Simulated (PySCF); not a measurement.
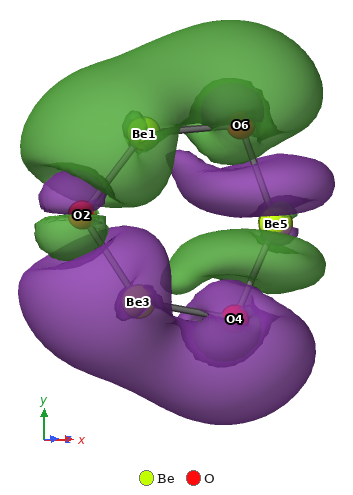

Figure 1: (BeO)3 ring (Be₃O₃). Change of the electron density in a uniform field of 0.51 V/Å, surfaces at ±0.002 e/Å³ (purple: gain, green: loss).

PySCF calculation, ωB97X/def2-SVP, gas phase; geometry: GFN2-xTB. No frequency check shows the geometry to be a minimum. A basis without diffuse functions makes polarisabilities too small. GFN2-xTB bond lengths at metals and heavier atoms can be off by up to 0.1 Å and shapes distorted, which carries into these values.

The field was applied in both directions; the picture shows the one opposite to the script's first.

Question: Along which Cartesian direction does the field point?

Answer: Along +y: electrons gather on the −y side, against the field.

Question: How large is the response?

Answer: The induced dipole is 0.91 D (along the field); α along this axis, from the fields in both directions, is 36 bohr³ (5.3 Å³).
